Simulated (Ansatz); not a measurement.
Phonon calculation, with input and output: C$_{2}$H$_{5}$NOSe

System: C$_{2}$H$_{5}$NOSe, SMILES NCOC=[Se].
Method: RKS B3LYP/def2-SVP (Ansatz 0.2.0).

It belongs to a series of runs on one base structure; here: vibrations at the highest image of the band. Figures and captions count atoms from 1; the log counts them from 0 in places.

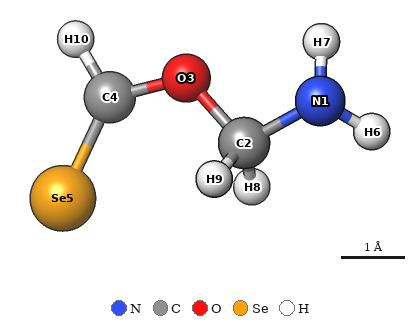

Figure 1. The structure (ball-and-stick view, seen at a tilt; atoms are numbered from 1 in the order of the input).

Input:
```yaml
crystal:
  periodic: [false, false, false]
  atoms:
    - { symbol: "N", position_ang: [0.622077, 1.053629, 1.354306] }
    - { symbol: C, position_ang: [0.113768, 0.628191, 0.069696] }
    - { symbol: O, position_ang: [0.143325, -0.808344, 0.074092] }
    - { symbol: C, position_ang: [-0.23852, -1.49097, -0.987088] }
    - { symbol: Se, position_ang: [-0.852452, -0.882374, -2.542402] }
    - { symbol: H, position_ang: [0.054617, 1.813845, 1.724926] }
    - { symbol: H, position_ang: [0.548577, 0.282071, 2.017054] }
    - { symbol: H, position_ang: [-0.923684, 0.946494, -0.152469] }
    - { symbol: H, position_ang: [0.745129, 0.97257, -0.769508] }
    - { symbol: H, position_ang: [-0.129637, -2.56621, -0.785708] }
basis:
  gaussian: { orbitals: def2-SVP }
hamiltonian:
  xc: b3lyp
phonons: {}
```

Command:
```bash
ansatz run input.yaml --threads 2 --pin off --max-ram 3072MiB --backend cpu --events-out ev --progress --plain --runs-dir out
```

Output:
```
Engine: ansatz 0.2.0, x86_64-unknown-linux-gnu
Functional definition: B3LYP
  parameter a0 = 0.2
  parameter ax = 0.72
  parameter ac = 0.81
  exchange = (1 - a0 - ax)*slater_x + ax*b88_x + a0*exact_x
  correlation = (1 - ac)*vwn_rpa_c + ac*lyp_c
1241 factors; integrals over basis functions are off by at most 3.5e-4 eV
mean field evaluation 1: about -71023.8898 eV, gradient 5.3e1 eV
mean field evaluation 2: about -71015.1697 eV, gradient 8.0e1 eV
mean field evaluation 4: about -71029.7402 eV, gradient 5.8e0 eV
mean field evaluation 8: about -71029.8422 eV, gradient 1.8e-1 eV
mean field evaluation 16: about -71029.8423 eV, gradient 3.6e-5 eV
mean field -71029.84228215 eV, -2610.2985581126 hartree, gradient 3.6e-5 eV, S^2 0.000000; 0 other end points of the search recorded, 0 dependent functions left out
the calculation of the forces begins
reference -71029.84251945 eV, -2610.2985668332 hartree; 33, 33 occupied and 80, 80 virtual orbitals, 1241 factors
these checks for a lower state are left out or cut short: stability, starts, cluster_reference, orbital_swaps, neighbouring_geometries, increment
1241 factors; integrals over basis functions are off by at most 3.5e-4 eV
mean field -71029.84221249 eV, -2610.2985555528 hartree, gradient 1.4e-6 eV, S^2 0.000000; 0 other end points of the search recorded, 0 dependent functions left out
[... from here on the field's lines of each further geometry are left out, up to the last ...]
the calculation of the forces begins
reference -71029.84250025 eV, -2610.2985661279 hartree; 33, 33 occupied and 80, 80 virtual orbitals, 1241 factors
these checks for a lower state are left out or cut short: stability, starts, cluster_reference, orbital_swaps, neighbouring_geometries, increment
1241 factors; integrals over basis functions are off by at most 3.5e-4 eV
mean field -71029.84226188 eV, -2610.2985573679 hartree, gradient 2.2e-6 eV, S^2 0.000000; 0 other end points of the search recorded, 0 dependent functions left out
the calculation of the forces begins
reference -71029.84249919 eV, -2610.2985660888 hartree; 33, 33 occupied and 80, 80 virtual orbitals, 1241 factors
WARN: phonons: modes at or below zero, which the zero-point energy, F, S and C_V leave out: 1, the lowest at -356.38 cm⁻¹. A minimum has none, and a first-order saddle one
Total energy: -71029.84251945 eV, -2610.2985668332 hartree
Atom 0 at     0.622077     1.053629     1.354306 Å, force     0.000575    -0.000418    -0.000390 eV/Å
Atom 1 at     0.113768     0.628191     0.069696 Å, force     0.001120     0.000297    -0.000131 eV/Å
Atom 2 at     0.143325    -0.808344     0.074092 Å, force    -0.001439     0.000112     0.000241 eV/Å
Atom 3 at    -0.238520    -1.490970    -0.987088 Å, force     0.000720    -0.000085    -0.000324 eV/Å
Atom 4 at    -0.852452    -0.882374    -2.542402 Å, force     0.000043     0.000179    -0.000137 eV/Å
Atom 5 at     0.054617     1.813845     1.724926 Å, force    -0.000174    -0.000237     0.000278 eV/Å
Atom 6 at     0.548577     0.282071     2.017054 Å, force     0.000048     0.000504     0.000124 eV/Å
Atom 7 at    -0.923684     0.946494    -0.152469 Å, force    -0.000649     0.000009     0.000057 eV/Å
Atom 8 at     0.745129     0.972570    -0.769508 Å, force    -0.000355    -0.000169     0.000053 eV/Å
Atom 9 at    -0.129637    -2.566210    -0.785708 Å, force     0.000112    -0.000190     0.000227 eV/Å
Dipole moment:    -0.117851     0.099774     0.504479 e Å
Vibrations: -356.38 83.98 167.14 316.99 358.04 607.53 799.08 819.21 868.34 933.02 1079.72 1149.21 1237.52 1246.59 1320.30 1387.60 1444.76 1519.12 1617.82 2990.30 3043.98 3134.11 3513.00 3591.95 cm⁻¹, zero-point energy 2.059955 eV
```

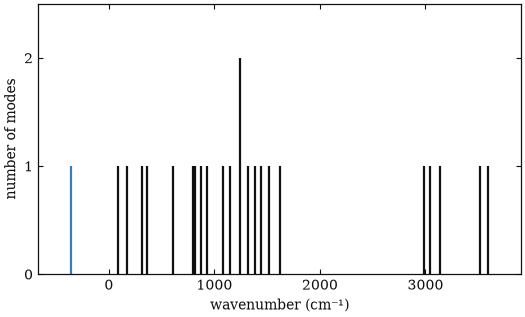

Figure 2. Harmonic vibrational wavenumbers from the force constants; neighbouring modes closer than 18 cm⁻¹ are counted in one stick, and imaginary ones are drawn at negative wavenumbers. 24 modes from 356i to 3592 cm⁻¹, 1 imaginary beyond 8i (356i cm⁻¹): a first-order saddle point, if the geometry is stationary.

Key numbers:

```tsv
quantity	value
outcome	converged
total energy	−71029.8425 eV
mean-field energy	−71029.8425 eV
largest force (length of the vector)	0.001 eV/Å
hardware	2 threads of Intel Xeon (Granite Rapids), 16 GiB of memory available, shared host
wall time	83 s (CPU time 2.7 min)
peak memory	0.29 GiB
```
